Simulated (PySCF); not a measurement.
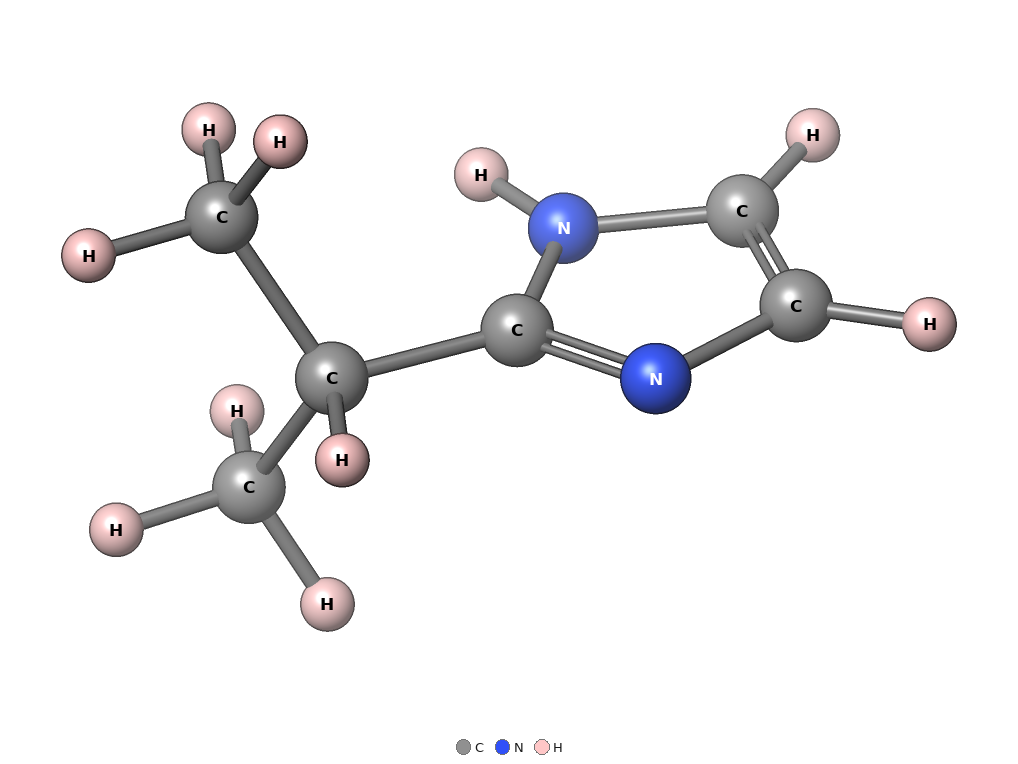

Orthographic view. Atoms fade into the background with distance from the viewer. Computed geometry: PBE0-D3(BJ)/def2-SVP optimisation. No frequency run is at hand to confirm it as a minimum.

Write the InChI string.

Answer. InChI=1S/C6H10N2/c1-5(2)6-7-3-4-8-6/h3-5H,1-2H3,(H,7,8)
